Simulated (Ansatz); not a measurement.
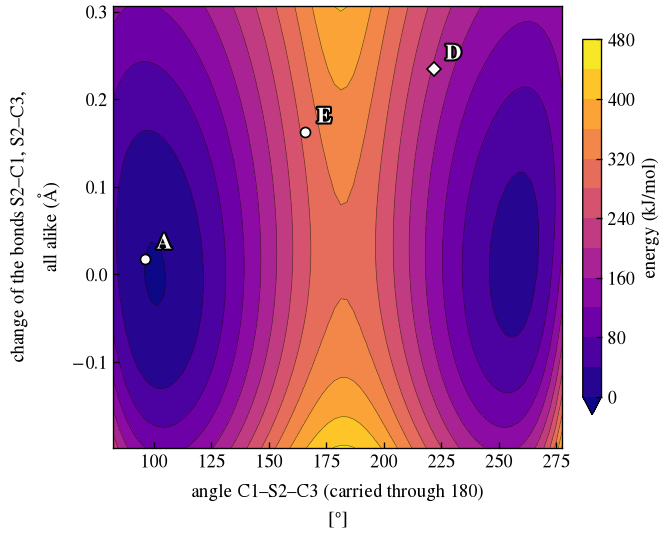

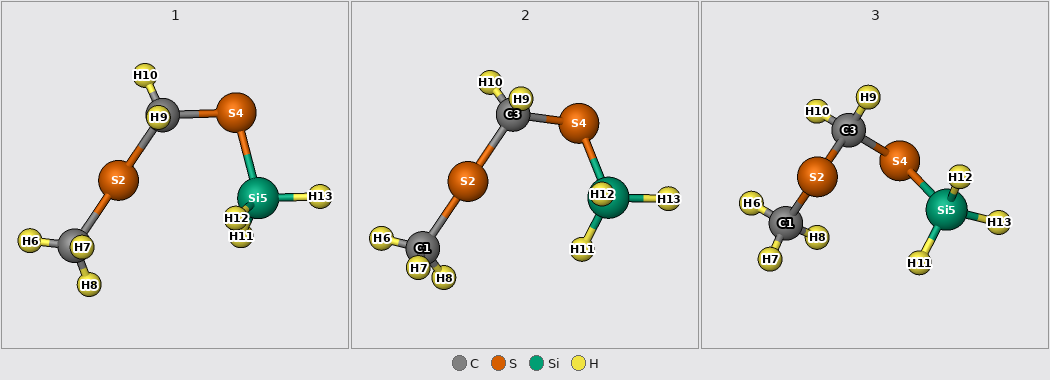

C2H8S2Si, SMILES CSCS[SiH3]. First axis: angle C1–S2–C3 (carried through 180). Second axis: change of the bonds S2–C1, S2–C3, all alike. Nothing is relaxed (all other coordinates rigid). The grid has 15 × 15 points. Points are written as (first, second). Energies are in kJ/mol, from the lowest grid point. All numbers below come from Ansatz 0.2.0, RKS PBE0-D4/def2-SVP.

Drawn: filled contours, lettered points. Between grid points the surface is interpolated. The numbered pictures are the structures at these points, in random order.

### Which structure belongs to which point?

A is structure 3: (96.2°, 0.018 Å), 0 kJ/mol; D is structure 1: (221.9°, 0.234 Å), 196 kJ/mol; E is structure 2: (166.0°, 0.162 Å), 291 kJ/mol.
